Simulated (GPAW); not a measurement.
# Al K-edge XANES of Al2O3 (Corundum, R-3c)

What does one-electron theory with a core hole give for the Al K edge of Al2O3 (Corundum, R-3c)?

Main program and level: GPAW 26.7.0; X-ray absorption from dipole matrix elements to empty bands, plane-wave PAW PBE.

### Step 1. Set-up

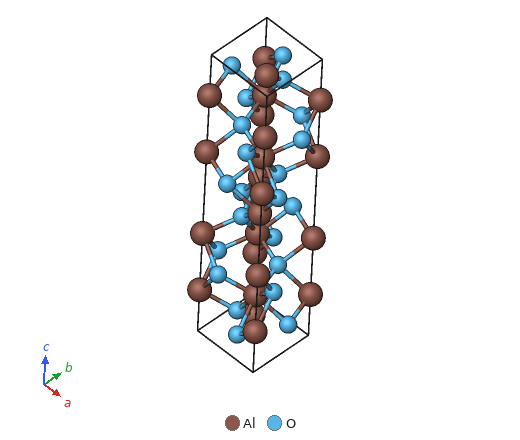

Start, viewed from a free direction; aluminium brown, oxygen blue. This picture shows the conventional cell, with its axes. Some periodic images of atoms are drawn too.

### Step 2. Ground state of the crystal

The ground state comes first: it tells whether the system has a gap, which decides how the excited electron is treated.

scf.py reads:

```python
import numpy as np
from ase import Atoms
from ase.parallel import parprint, paropen
from gpaw import GPAW, PW, FermiDirac, Mixer, MixerDif, setup_paths
from gpaw.test import gen
setup_paths.insert(0, '.')
gen('Al', name='nch1s', xcname='PBE', corehole=(1, 0, 0), write_xml=True)

atoms = Atoms('Al4O6',
    cell=[[2.38025, 1.37423798, 4.33186667],
     [-2.38025, 1.37423798, 4.33186667],
     [0, -2.74847596, 4.33186667]],
    scaled_positions=[[0.85216, 0.85216, 0.85216],
     [0.64784, 0.64784, 0.64784],
     [0.14784, 0.14784, 0.14784],
     [0.35216, 0.35216, 0.35216],
     [0.05668, 0.75, 0.44332],
     [0.75, 0.44332, 0.05668],
     [0.44332, 0.05668, 0.75],
     [0.94332, 0.25, 0.55668],
     [0.25, 0.55668, 0.94332],
     [0.55668, 0.94332, 0.25]],
    pbc=True)
atoms.calc = calc = GPAW(legacy_gpaw=True, mode=PW(500), xc='PBE', setups={0: 'nch1s'},
    kpts={'size': (6, 6, 6), 'gamma': True}, occupations=FermiDirac(0.05),
    charge=0, mixer=Mixer(0.1, 5, 50), maxiter=150,
    convergence={'density': 0.0001}, txt='scf.txt')
energy = atoms.get_potential_energy() + calc.get_reference_energy()
ef = calc.get_fermi_level()
out = dict(energy=energy, fermi=ef, forces=atoms.get_forces().tolist())
parprint(f'all-electron energy {energy:.4f} eV, Fermi level {ef:.4f} eV')
ev = np.array([[calc.get_eigenvalues(k, s) for k in range(len(calc.get_ibz_k_points()))] for s in range(calc.get_number_of_spins())])
out['homo'], out['lumo'], out['counts'] = ev[ev < ef].max(), ev[ev > ef].min(), sorted(set((ev < ef).sum((0, 2)).tolist()))
out['filled'] = (ev[:, 0] < ef).sum(1).tolist()
import json
with paropen('out.json', 'w') as f:
    json.dump(out, f)
```

Command:

```sh
$ OMP_NUM_THREADS=1 python scf.py
```

Numbers of over 12 decimals in the logs are rounded to 6 here.

The log of the run:

```text
Input parameters:
  convergence: {density: 0.0001}
  kpts: {gamma: True,
         size: (6, 6, 6)}
  maxiter: 150
  mixer: {backend: pulay,
          beta: 0.1,
          method: separate,
          nmaxold: 5,
          weight: 50}
  mode: {ecut: 500.0,
         name: pw}
  occupations: {fixmagmom: False,
                name: fermi-dirac,
                width: 0.05}
  setups: {0: nch1s}
  xc: PBE

Initialize ...

[... PAW data sets ...]

Reference energy: -38658.807081  # eV

Spin-paired calculation

[... convergence settings ...]
Symmetries present (total): 1
  [... symmetry matrices ...]

216 k-points: 6 x 6 x 6 Monkhorst-Pack grid + [1/12,1/12,1/12]
112 k-points in the irreducible part of the Brillouin zone
       k-points in crystal coordinates                weights
   0:     0.00000000    0.00000000    0.00000000          1/216
   1:     0.00000000    0.00000000    0.16666667          2/216
   2:     0.00000000    0.00000000    0.33333333          2/216
   3:     0.00000000    0.00000000    0.50000000          1/216
   4:     0.00000000    0.16666667   -0.33333333          2/216
   5:     0.00000000    0.16666667   -0.16666667          2/216
   6:     0.00000000    0.16666667    0.00000000          2/216
   7:     0.00000000    0.16666667    0.16666667          2/216
   8:     0.00000000    0.16666667    0.33333333          2/216
   9:     0.00000000    0.16666667    0.50000000          2/216
          ...
 111:     0.50000000    0.50000000    0.50000000          1/216

Wave functions: Plane wave expansion
  Cutoff energy: 500.000 eV
  Number of coefficients (min, max): 2140, 2175
  Pulay-stress correction: 0.000000 eV/Ang^3 (de/decut=0.000000)
  Using FFTW library
  Wavefunction extrapolation:
    Improved wavefunction reuse through dual PAW basis

Occupation numbers: Fermi-Dirac:
  width: 0.0500  # eV

Eigensolver
   Davidson(niter=2)

Densities:
  Coarse grid: 27*27*27 grid
  Fine grid: 54*54*54 grid
  Total Charge: 0.000000

Density mixing:
  Method: separate
  Backend: pulay
  Linear mixing parameter: 0.1
  old densities: 5
  Width of damping distribution: 1.1
  Damping of long wavelength oscillations: 50

[... Hamiltonian set-up ...]
Number of atoms: 10
Number of atomic orbitals: 40
Number of bands in calculation: 33
Number of valence electrons: 48
Bands to converge: occupied

... initialized

Initializing position-dependent things.

Density initialized from atomic densities
Creating initial wave functions:
  33 bands from LCAO basis set

            Al

           OAl
                O
         O     O
        O
            AO

            Al

Atomic positions and initial magnetic moments

Positions:
   0 Al     0.000000    0.000000   11.074331    ( 0.0000,  0.0000,  0.0000)
   1 Al    -0.000000   -0.000000    8.419070    ( 0.0000,  0.0000,  0.0000)
   2 Al    -0.000000   -0.000000    1.921270    ( 0.0000,  0.0000,  0.0000)
   3 Al    -0.000000   -0.000000    4.576530    ( 0.0000,  0.0000,  0.0000)
   4 O     -1.650275   -0.109884    5.414833    ( 0.0000,  0.0000,  0.0000)
   5 O      0.729975    1.484122    5.414833    ( 0.0000,  0.0000,  0.0000)
   6 O      0.920300   -1.374238    5.414833    ( 0.0000,  0.0000,  0.0000)
   7 O      1.650275    0.109884    7.580767    ( 0.0000,  0.0000,  0.0000)
   8 O     -0.729975   -1.484122    7.580767    ( 0.0000,  0.0000,  0.0000)
   9 O     -0.920300    1.374238    7.580767    ( 0.0000,  0.0000,  0.0000)

Unit cell:
           periodic     x           y           z      points  spacing
  1. axis:    yes    2.380250    1.374238    4.331867    27     0.1455
  2. axis:    yes   -2.380250    1.374238    4.331867    27     0.1455
  3. axis:    yes    0.000000   -2.748476    4.331867    27     0.1455

  Lengths:   5.130223   5.130223   5.130223
  Angles:   55.286671  55.286671  55.286671

Effective grid spacing dv^(1/3) = 0.1629

iter:   1   -79.325670
iter:   2   -76.271603   -1.47  -0.76
iter:   3   -72.878845   -1.02  -0.86
iter:   4   -73.320500   -1.58  -1.22
iter:   5   -73.082321   -1.84  -1.54
iter:   6   -73.078132   -4.05  -2.50
iter:   7   -73.077936c  -4.18  -2.73
iter:   8   -73.080398c  -3.83  -2.92
iter:   9   -73.079763c  -3.51  -2.60
iter:  10   -73.077621c  -4.29  -2.65
iter:  11   -73.077620c  -5.78  -3.85
iter:  12   -73.077620c  -7.19  -4.21c
iter:  13   -73.077622c  -6.81  -4.39c
iter:  14   -73.077620c  -7.49c -4.13c

Converged after 14 iterations.

Dipole moment: (0.000000, 0.000000, 0.000001) |e|*Ang

Energy contributions relative to reference atoms: (reference = -38658.807081)

Kinetic:        +73.185430
Potential:      -60.024978
External:        +0.000000
XC:             -86.393738
Entropy (-ST):   -0.000000
Local:           +0.155666
SIC:             +0.000000
--------------------------
Free energy:    -73.077620
Extrapolated:   -73.077620

Showing only first 2 kpts
 Kpt  Band  Eigenvalues  Occupancy
  0    22      6.23551    2.00000
  0    23      6.27996    2.00000
  0    24     12.46375    0.00000
  0    25     15.40649    0.00000

  1    22      6.19203    2.00000
  1    23      6.23583    2.00000
  1    24     13.09849    0.00000
  1    25     15.91822    0.00000

Fermi level: 7.69439

Gap: 6.184 eV
Transition (v -> c):
  (s=0, k=0, n=23, [0.00, 0.00, 0.00]) -> (s=0, k=0, n=24, [0.00, 0.00, 0.00])
No difference between direct/indirect transitions

Forces in eV/Ang:
  0 Al    0.00009   -0.00003   -0.05574
  1 Al    0.00009    0.00003    0.05573
  2 Al   -0.00009    0.00003    0.05574
  3 Al   -0.00009   -0.00003   -0.05573
  4 O    -0.03866   -0.06751   -0.00004
  5 O    -0.03884    0.06740    0.00004
  6 O     0.07804    0.00011   -0.00000
  7 O     0.03866    0.06751    0.00004
  8 O     0.03884   -0.06740   -0.00004
  9 O    -0.07804   -0.00011    0.00000
Scalar-relativistic atomic PBE calculation for Al (Aluminium, Z=13)
Core hole in 1s state (1s occupation: 2.0)
450 radial gridpoints.
|------------------------------------------------|
|------------------------------------------------|
[... the atom generator's iteration count ...]

Energy contributions:
-------------------------
Kinetic:     +243.092050
XC:           -18.430760
Potential:   -467.332630
-------------------------
Total:       -242.671339

state      eigenvalue         ekin         rmax
-----------------------------------------------
1s^2.0 :   -55.527259    79.629143        0.078
2s^2.0 :    -3.974690    10.786763        0.497
2p^6.0 :    -2.559317     9.907530        0.429
3s^2.0 :    -0.284901     1.088737        2.087
3p^1.0 :    -0.099662     0.637585        2.639
-----------------------------------------------
(units: Bohr and Hartree)

Generating PAW setup
Kinetic energy of the core from tauc = 240.725374
Cutoffs:
rc(s)=2.050
rc(p)=2.050
rc(d)=2.050
rc(vbar)=1.845
rc(comp)=2.050
rc(nct)=2.050

Kinetic energy of the core states: 240.276991
Charge: 0.0
Core electrons: 10.0
Valence electrons: 3.0
Pseudo-core charge: 0.382292
Shape function alpha=2.380
Pseudo-electron charge 3.476789
state    eigenvalue         norm
--------------------------------
3s(2) :    -0.284901     1.047805
*s    :     0.715099
3p(1) :    -0.099662     0.998886
*p    :     0.900338
*d    :     0.000000
--------------------------------

Diagonalizing with gridspacing h=0.050

state   all-electron     PAW
-------------------------------
3s:      -0.284901    -0.284982
3p:      -0.099662    -0.099717
*d:                    0.026616
*f:                    0.063447
-------------------------------
all-electron energy -38731.8847 eV, Fermi level 7.6944 eV
```

It took 3.8 min on 1 thread of Arm Neoverse V2, shared host; peak memory 0.43 GiB.

The mesh shows a gap of 6.18 eV, so the hole is first treated in a charged cell, without the excited electron.

### Step 3. Spectrum without a core hole, 

This cheap baseline ignores the attraction of the hole: it shows the absorber's empty states as they are in the ground state. The data set with a hole of occupation 0 only carries the core orbital.

xas.py reads:

```python
import numpy as np
from ase import Atoms
from ase.parallel import parprint, paropen
from gpaw import GPAW, PW, FermiDirac, Mixer, MixerDif, setup_paths
from gpaw.test import gen
setup_paths.insert(0, '.')
gen('Al', name='nch1s', xcname='PBE', corehole=(1, 0, 0), write_xml=True)

atoms = Atoms('Al4O6',
    cell=[[2.38025, 1.37423798, 4.33186667],
     [-2.38025, 1.37423798, 4.33186667],
     [0, -2.74847596, 4.33186667]],
    scaled_positions=[[0.85216, 0.85216, 0.85216],
     [0.64784, 0.64784, 0.64784],
     [0.14784, 0.14784, 0.14784],
     [0.35216, 0.35216, 0.35216],
     [0.05668, 0.75, 0.44332],
     [0.75, 0.44332, 0.05668],
     [0.44332, 0.05668, 0.75],
     [0.94332, 0.25, 0.55668],
     [0.25, 0.55668, 0.94332],
     [0.55668, 0.94332, 0.25]],
    pbc=True)
atoms.calc = calc = GPAW(legacy_gpaw=True, mode=PW(500), xc='PBE', setups={0: 'nch1s'},
    kpts={'size': (6, 6, 6), 'gamma': True}, occupations=FermiDirac(0.02),
    charge=0, mixer=Mixer(0.1, 5, 50), maxiter=150,
    convergence={'density': 0.0001}, txt='scf.txt')
energy = atoms.get_potential_energy() + calc.get_reference_energy()
ef = calc.get_fermi_level()
out = dict(energy=energy, fermi=ef, forces=atoms.get_forces().tolist())
parprint(f'all-electron energy {energy:.4f} eV, Fermi level {ef:.4f} eV')
ev = np.array([[calc.get_eigenvalues(k, s) for k in range(len(calc.get_ibz_k_points()))] for s in range(calc.get_number_of_spins())])
out['homo'], out['lumo'], out['counts'] = ev[ev < ef].max(), ev[ev > ef].min(), sorted(set((ev < ef).sum((0, 2)).tolist()))
out['filled'] = (ev[:, 0] < ef).sum(1).tolist()

from gpaw.xas import XAS
nb = int(calc.get_number_of_electrons() / 2) + 54
top, nb = nb, nb + 8 + nb // 12
nscf = calc.fixed_density(kpts={'size': (6, 6, 6), 'gamma': True}, nbands=nb,
    convergence={'bands': top, 'eigenstates': 1e-5}, maxiter=60, txt='nscf.txt')
cell = atoms.cell.array
ops = [cell.T @ U.T @ np.linalg.inv(cell.T) for U in nscf.wfs.kd.symmetry.op_scc]
filled = [24]  # bands filled in the ground state, by spin
E = np.arange(-25, 34, 0.1)
fwhm = np.interp(E, [4, 25], [0.9, 3.5])
Y, X, zero, highest = 0, 0, 1e9, 1e9
for spin in range(nscf.get_number_of_spins()):
    xas = XAS(nscf, mode='all', center=0, spin=spin)
    eps = xas.eps_kn
    d = xas.sigma_cmkn  # core-to-band dipole matrix elements, k weights included
    T = np.einsum('amkn,bmkn->abkn', d, d.conj()).real
    T = sum(np.einsum('ai,ijkn,bj->abkn', R, T, R) for R in ops) / len(ops)
    empty = np.ones_like(eps, bool) & (np.arange(nb) >= filled[spin])
    zero, highest = min(zero, eps[empty].min()), min(highest, eps[:, top - 1].min())
    lines = [(eps, T, empty)] if spin == 0 else lines + [(eps, T, empty)]
for eps, T, empty in lines:
    f = np.einsum('aakn->akn', T).reshape(3, -1)
    x = eps.ravel() - zero
    w = np.interp(x, E, fwhm) / 2.35482
    g = np.exp(-0.5 * ((E[:, None] - x) / w) ** 2) / (w * (2 * np.pi) ** 0.5)
    Y = Y + (f * empty.ravel()) @ g.T
    X = X + (f * ~empty.ravel()) @ g.T
out.update(E=E.round(2).tolist(), xas=Y.tolist(), xes=X.tolist(), zero=zero, valid=highest - zero, nk=len(eps), nb=nb)
for i in range(0, len(E), 10):
    parprint(f'{E[i]:7.2f}', *(f'{v:10.3e}' for v in Y[:, i]))
import json
with paropen('out.json', 'w') as f:
    json.dump(out, f)
```

Command:

```sh
$ OMP_NUM_THREADS=1 python xas.py
```

The log of the run:

```text
Input parameters:
  convergence: {density: 0.0001}
  kpts: {gamma: True,
         size: (6, 6, 6)}
  maxiter: 150
  mixer: {backend: pulay,
          beta: 0.1,
          method: separate,
          nmaxold: 5,
          weight: 50}
  mode: {ecut: 500.0,
         name: pw}
  occupations: {fixmagmom: False,
                name: fermi-dirac,
                width: 0.02}
  setups: {0: nch1s}
  xc: PBE

Initialize ...

[...]
3. axis:    yes    0.000000   -2.748476    4.331867    27     0.1455

  Lengths:   5.130223   5.130223   5.130223
  Angles:   55.286671  55.286671  55.286671

Effective grid spacing dv^(1/3) = 0.1629

iter:   1   -73.068775   +2.92       c
iter:   2   -73.077533   +1.39       c
iter:   3   -73.077618c  +0.28       c
iter:   4   -73.077620c  -0.65       c
iter:   5   -73.077620c  -1.52       c

|------------------------------------------------|
[key lines of the parts left out:]
Converged after 14 iterations.
Dipole moment: (0.000000, 0.000000, 0.000001) |e|*Ang
Free energy:    -73.077620
Fermi level: 7.54439
```

The job ended after 8.8 min (1 thread; peak memory 0.89 GiB).

The run was cut off at its time limit.

The time allowed ran out, so this step gives no result.

### Step 4. Cell without a hole, the energy reference

The photon energy needs a difference of total energies, so the cell and mesh of the coming hole run are first run without a hole.

This run holds the same structure in another cell (a 5.130 → 4.760 Å, b 5.130 → 4.760 Å, α 55.3 → 117.6°, β 55.3 → 90.0°, γ 55.3 → 60.0°).

Changes to scf.py since step 2:

```diff
@@ -9,18 +9,18 @@
 atoms = Atoms('Al4O6',
-    cell=[[2.38025, 1.37423798, 4.33186667],
-     [-2.38025, 1.37423798, 4.33186667],
-     [0, -2.74847596, 4.33186667]],
-    scaled_positions=[[0.85216, 0.85216, 0.85216],
-     [0.64784, 0.64784, 0.64784],
-     [0.14784, 0.14784, 0.14784],
-     [0.35216, 0.35216, 0.35216],
-     [0.05668, 0.75, 0.44332],
-     [0.75, 0.44332, 0.05668],
-     [0.44332, 0.05668, 0.75],
-     [0.94332, 0.25, 0.55668],
-     [0.25, 0.55668, 0.94332],
-     [0.55668, 0.94332, 0.25]],
+    cell=[[-2.38025, 4.12271393, 0],
+     [2.38025, 4.12271393, 0],
+     [-2.38025, -1.37423798, -4.33186667]],
+    scaled_positions=[[0.85216, 0.29568, 0.44352],
+     [0.64784, 0.70432, 0.05648],
+     [0.14784, 0.70432, 0.55648],
+     [0.35216, 0.29568, 0.94352],
+     [0.75, 0.80668, 0.75],
+     [0.44332, 0.5, 0.75],
+     [0.05668, 0.19332, 0.75],
+     [0.25, 0.19332, 0.25],
+     [0.55668, 0.5, 0.25],
+     [0.94332, 0.80668, 0.25]],
     pbc=True)
 atoms.calc = calc = GPAW(legacy_gpaw=True, mode=PW(500), xc='PBE', setups={0: 'nch1s'},
-    kpts={'size': (6, 6, 6), 'gamma': True}, occupations=FermiDirac(0.05),
+    kpts={'size': (5, 5, 5), 'gamma': True}, occupations=FermiDirac(0.02),
     charge=0, mixer=Mixer(0.1, 5, 50), maxiter=150,
```

Command:

```sh
$ OMP_NUM_THREADS=1 python scf.py
```

The log of the run:

```text
Input parameters:
  convergence: {density: 0.0001}
  kpts: {gamma: True,
         size: (5, 5, 5)}
  maxiter: 150
  mixer: {backend: pulay,
          beta: 0.1,
          method: separate,
          nmaxold: 5,
          weight: 50}
  mode: {ecut: 500.0,
         name: pw}
  occupations: {fixmagmom: False,
                name: fermi-dirac,
                width: 0.02}
  setups: {0: nch1s}
  xc: PBE

Initialize ...

[...]
--------------------------------
3s(2) :    -0.284901     1.047805
*s    :     0.715099
3p(1) :    -0.099662     0.998886
*p    :     0.900338
*d    :     0.000000
--------------------------------

Diagonalizing with gridspacing h=0.050

state   all-electron     PAW
-------------------------------
3s:      -0.284901    -0.284982
3p:      -0.099662    -0.099717
*d:                    0.026616
*f:                    0.063447
-------------------------------
all-electron energy -38731.8862 eV, Fermi level 7.5446 eV
[key lines of the parts left out:]
Converged after 14 iterations.
Dipole moment: (-0.000000, -0.000000, 0.000000) |e|*Ang
Free energy:    -73.079107
Fermi level: 7.54461
```

Elapsed: 1.7 min, on 1 thread; peak memory 0.32 GiB.

Reference energy: -38731.886 eV with the cores included.

[end of part 1 of 2]

[Banner, clock and machine lines of the logs are left out without a mark of their own.]

[Logs are printed without paths, hosts, clocks, repeated set-up lines and the standing remarks that a program may print on its own settings, such as how far it seeks lower states.]

[Hosts, paths, dates, database ids (printed as entryN), source tags and the programs' standing remarks are cut or masked in the printed files.]

[Lists of maxima count a maximum above −3 eV only where it reaches 4 % of the highest in the window and stands out from its surroundings by 2 % of it (1.5 % where it reaches 55 %); shoulders and weaker maxima are passed over, and of the rest the first, up to two pre-edge ones and the few strongest are named.]
